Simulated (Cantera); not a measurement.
A closed system holds: 1 mol Si, 4.8 mol HCl, 0.27 mol H₂, equilibrated at 1150 K.

These are equilibrium values from Cantera (NASA tables, ideal gas, pure condensed phases), not measurements of a reactor. Candidate condensed phases: Si; 19 gas species. The tables' values for SiCl₃ are old estimates; treat these amounts as uncertain. Equilibrium is a limit: real reactors are often held back by kinetics, nucleation or transport.

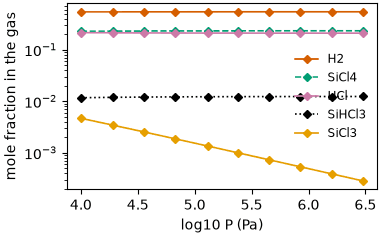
Figure. Equilibrium gas composition (values under 1e-9 drawn at 1e-9)

From 0.100 bar to 30.0 bar nothing is condensed. The main Si-bearing gas is SiCl₄ throughout.
